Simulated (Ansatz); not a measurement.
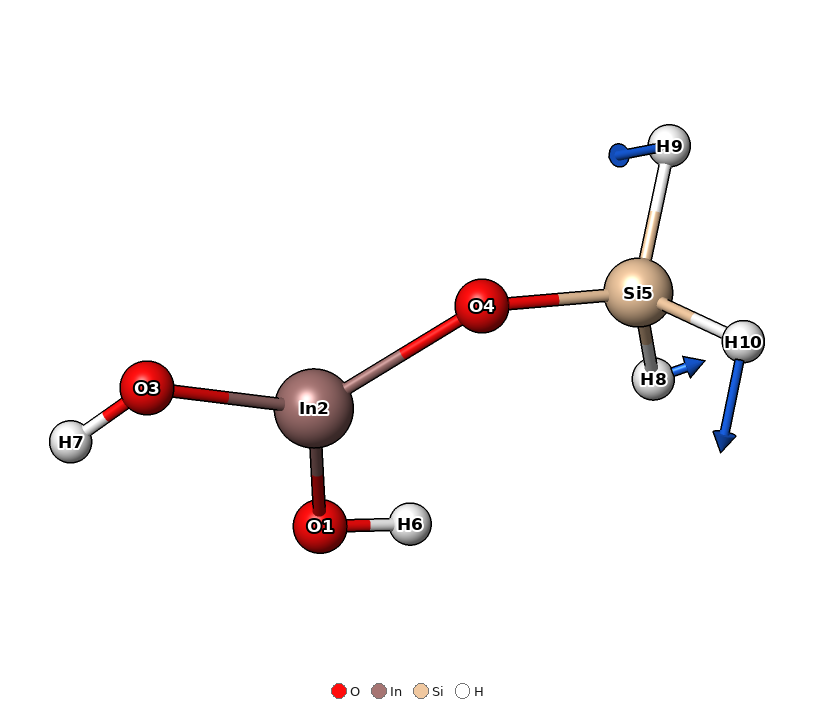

The arrows show one normal mode. Harmonic vibrations computed with RKS PBE0-D4/def2-TZVP, core potentials on In (Ansatz 0.2.0) at a stationary point of the same level.

Describe the motion.

Answer. Mostly H–Si–H bending.

At what wavenumber does it lie?

Answer. 958 cm⁻¹; it is mode 17 of 24 counted from the lowest.
